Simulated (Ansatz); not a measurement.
# CH5BO2 (SMILES COBO): levels of theory compared

Aim: a comparison of 6 runs (HF/STO-3G, HF/3-21G, HF/cc-pVDZ, B3LYP/cc-pVDZ, HSE06/cc-pVDZ, r2SCAN0/cc-pVDZ) of CH5BO2. 

The calculation is run with Ansatz 0.2.0.

70 further runs of the same task are left out: 70 set aside as unsound or not needed.

**1. The molecule**

CH5BO2 has 9 atoms, charge 0, and is taken as a singlet. As SMILES, `COBO`. One bond was lengthened or shortened from a relaxed shape.

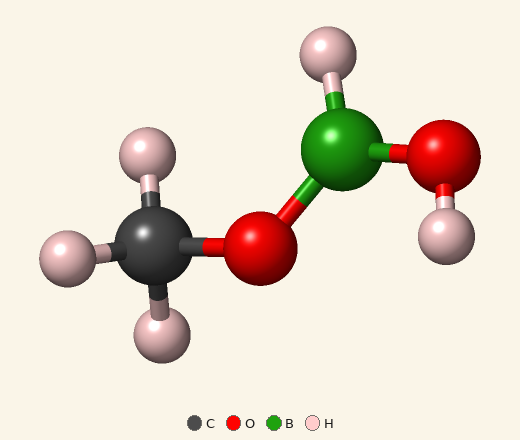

The structure, seen from a chosen angle (carbon dark grey, oxygen red, boron green, hydrogen pink).

**2. A single-point energy at HF/STO-3G (run 1)**

Input file molecule.yaml:

```yaml
crystal:
  periodic: [false, false, false]
  atoms:
    - {symbol: C, position_ang: [0.405793, 0.726058, -0.981753]}
    - {symbol: O, position_ang: [0.010493, 0.378958, 0.326647]}
    - {symbol: B, position_ang: [-0.010907, -0.909942, 0.747247]}
    - {symbol: O, position_ang: [-0.400607, -1.194342, 2.014147]}
    - {symbol: H, position_ang: [0.692093, -0.155642, -1.561953]}
    - {symbol: H, position_ang: [1.255393, 1.410558, -0.930553]}
    - {symbol: H, position_ang: [-0.544800, 1.307500, -1.561700]}
    - {symbol: H, position_ang: [0.307893, -1.814242, 0.028047]}
    - {symbol: H, position_ang: [-0.634907, -0.402142, 2.507847]}
basis:
  gaussian: {orbitals: STO-3G}
hamiltonian: {xc: hf}
accuracy: high
output: {orbitals: {seedname: orbitals}}
```

Started as:

```bash
$ ansatz run molecule.yaml --threads 1 --pin off --max-ram 3480MiB --events-out events.jsonl --progress --plain --runs-dir runs
```

The program printed:

```text
Warning: RAYON_NUM_THREADS=1 ignored (pool sized by the plan → 1); use --threads N
Functional definition: HF
  name "HF"
  exchange = exact_x
  correlation = 0
482 factors; integrals over basis functions are off by at most 1.4e-8 eV
mean field evaluation 1: about -5778.7299 eV, gradient 2.6e1 eV
mean field evaluation 2: about -5778.8962 eV, gradient 2.6e1 eV
mean field evaluation 4: about -5781.1070 eV, gradient 1.4e0 eV
mean field evaluation 8: about -5781.1146 eV, gradient 3.7e-6 eV
mean field -5781.11459989 eV, -212.4520429658 hartree, gradient 3.0e-8 eV, S^2 0.000000; 0 other end points of the search recorded, 0 dependent functions left out
reference -5781.11459989 eV, -212.4520429658 hartree; 16, 16 occupied and 9, 9 virtual orbitals, 482 factors
Total energy: -5781.11459989 eV, -212.4520429658 hartree
```

Run time: 0.16 s. Hardware: 1 thread of Arm Neoverse V2, shared host.

**3. The energy at HF/3-21G (run 2)**

Input file molecule.yaml:

```yaml
crystal:
  periodic: [false, false, false]
  atoms:
    - symbol: C
      position_ang: [0.405793, 0.726058, -0.981753]
    - symbol: O
      position_ang: [0.010493, 0.378958, 0.326647]
    - symbol: B
      position_ang: [-0.010907, -0.909942, 0.747247]
    - symbol: O
      position_ang: [-0.400607, -1.194342, 2.014147]
    - symbol: H
      position_ang: [0.692093, -0.155642, -1.561953]
    - symbol: H
      position_ang: [1.255393, 1.410558, -0.930553]
    - symbol: H
      position_ang: [-0.544800, 1.307500, -1.561700]
    - symbol: H
      position_ang: [0.307893, -1.814242, 0.028047]
    - symbol: H
      position_ang: [-0.634907, -0.402142, 2.507847]
basis:
  gaussian:
    orbitals: 3-21G.json
hamiltonian:
  xc: hf
accuracy: high
output: {orbitals: {seedname: orbitals}}
```

The basis set 3-21G is read from a file made from the Basis Set Exchange's data (not shown).

Started as:

```bash
$ ansatz run molecule.yaml --threads 1 --pin off --max-ram 3480MiB --events-out events.jsonl --progress --plain --runs-dir runs
```

The program printed:

```text
Warning: RAYON_NUM_THREADS=1 ignored (pool sized by the plan → 1); use --threads N
[... 4 set-up lines as earlier in the session ...]
1037 factors; integrals over basis functions are off by at most 7.4e-9 eV
mean field evaluation 1: about -5823.2126 eV, gradient 3.3e1 eV
mean field evaluation 2: about -5823.2054 eV, gradient 3.3e1 eV
mean field evaluation 4: about -5825.3858 eV, gradient 2.2e0 eV
mean field evaluation 8: about -5825.4021 eV, gradient 2.0e-4 eV
mean field -5825.40211153 eV, -214.0795789995 hartree, gradient 1.4e-8 eV, S^2 0.000000; 0 other end points of the search recorded, 0 dependent functions left out
reference -5825.40211153 eV, -214.0795789995 hartree; 16, 16 occupied and 30, 30 virtual orbitals, 1037 factors
Total energy: -5825.40211153 eV, -214.0795789995 hartree
```

Wall time 0.38 s (1 thread of Arm Neoverse V2, shared host).

Runs 3 to 5 aren't shown in full; the table further down has their settings and results.

**4. The energy at r2SCAN0/cc-pVDZ (run 6)**

Input file job.yaml:

```yaml
crystal:
  periodic: [false, false, false]
  atoms:
    - symbol: C
      position_ang: [0.405793, 0.726058, -0.981753]
    - symbol: O
      position_ang: [0.010493, 0.378958, 0.326647]
    - symbol: B
      position_ang: [-0.010907, -0.909942, 0.747247]
    - symbol: O
      position_ang: [-0.400607, -1.194342, 2.014147]
    - symbol: H
      position_ang: [0.692093, -0.155642, -1.561953]
    - symbol: H
      position_ang: [1.255393, 1.410558, -0.930553]
    - symbol: H
      position_ang: [-0.544800, 1.307500, -1.561700]
    - symbol: H
      position_ang: [0.307893, -1.814242, 0.028047]
    - symbol: H
      position_ang: [-0.634907, -0.402142, 2.507847]
basis:
  gaussian:
    orbitals: cc-pVDZ
hamiltonian:
  xc: {name: r2SCAN0}
accuracy: high
output: {orbitals: {seedname: orbitals}}
```

Started as:

```bash
$ ansatz run job.yaml --threads 1 --pin off --max-ram 3480MiB --events-out events.jsonl --progress --plain --runs-dir runs
```

The program printed:

```text
Warning: RAYON_NUM_THREADS=1 ignored (pool sized by the plan → 1); use --threads N
Functional definition: r2SCAN0
  name "r2SCAN0"
  parameter a = 0.25
  parameter k0 = 0.174
  parameter k1 = 0.065
  parameter a1 = 4.9479
  exchange = (1 - a)*r2scan_x(k0 = k0, k1 = k1, a1 = a1) + a*exact_x
  correlation = r2scan_c
1903 factors; integrals over basis functions are off by at most 7.1e-9 eV
mean field evaluation 1: about -5882.8292 eV, gradient 4.9e1 eV
mean field evaluation 2: about -5880.8580 eV, gradient 6.0e1 eV
mean field evaluation 4: about -5887.2953 eV, gradient 1.4e0 eV
mean field evaluation 8: about -5887.2992 eV, gradient 4.5e-2 eV
mean field evaluation 16: about -5887.2992 eV, gradient 3.5e-7 eV
mean field -5887.29920917 eV, -216.3542553822 hartree, gradient 6.1e-8 eV, S^2 0.000000; 0 other end points of the search recorded, 0 dependent functions left out
reference -5887.29920976 eV, -216.3542554039 hartree; 16, 16 occupied and 65, 65 virtual orbitals, 1903 factors
Total energy: -5887.29920976 eV, -216.3542554039 hartree
```

Wall time 8.1 s (1 thread of Arm Neoverse V2, shared host); peak memory 0.29 GiB.

**5. The series**

| run | level | energy (Eh) | HOMO energy (eV) | LUMO energy (eV) | HOMO–LUMO gap (eV) | wall time |
| --- | --- | --- | --- | --- | --- | --- |
| 1 | HF/STO-3G | -212.452043 | -9.48 | 9.69 | 19.17 | 0.16 s |
| 2 | HF/3-21G | -214.079579 | -12.09 | 5.61 | 17.70 | 0.38 s |
| 3 | HF/cc-pVDZ | -215.282107 | -12.24 | 4.96 | 17.20 | 2 s |
| 4 | B3LYP/cc-pVDZ | -216.503736 | -8.04 | 1.10 | 9.15 | 4.8 s |
| 5 | HSE06/cc-pVDZ | -216.240515 | -7.92 | 0.97 | 8.89 | 5.1 s |
| 6 | r2SCAN0/cc-pVDZ | -216.354255 | -8.58 | 1.62 | 10.20 | 8.1 s |

**6. What came out**

| quantity | value |
| --- | --- |
| run 6: total energy | -216.35426 Eh |
| run 6: HOMO energy | -8.58 eV |
| run 6: LUMO energy | 1.62 eV |
| run 6: HOMO–LUMO gap | 10.20 eV |

In words: The HOMO–LUMO gap runs from 8.89 eV (HSE06/cc-pVDZ) to 19.17 eV (HF/STO-3G). The two ends differ in method and basis. Totals of different functionals can't be ranked against each other. In run 1 the basis is minimal, so the values are rough. All runs together took 21 s, the longest 8.1 s.
